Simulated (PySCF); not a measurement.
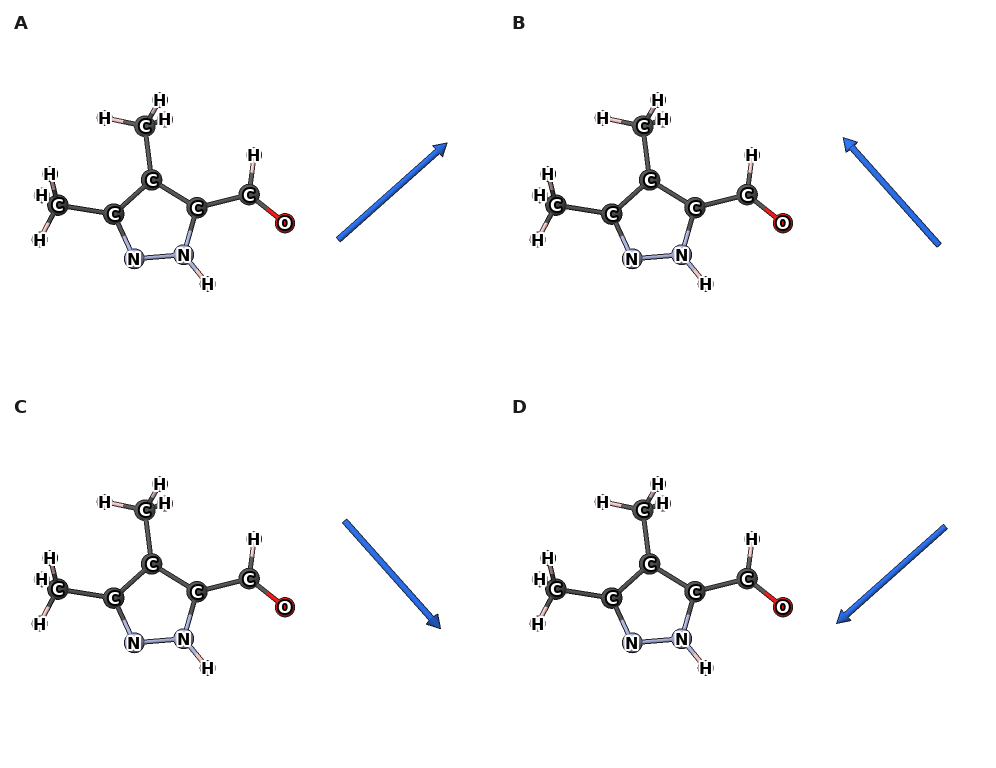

The same molecule four times, each with an arrow. The computed structure is the end point of a GFN2-xTB optimisation. No frequency run is at hand to confirm it as a minimum. Level of theory: CAM-B3LYP/def2-SVPD, gas phase (PySCF 2.14.0).

Which arrow points along the dipole moment, from the negative to the positive end?

Answer. B. The dipole moment is 3.10 D.
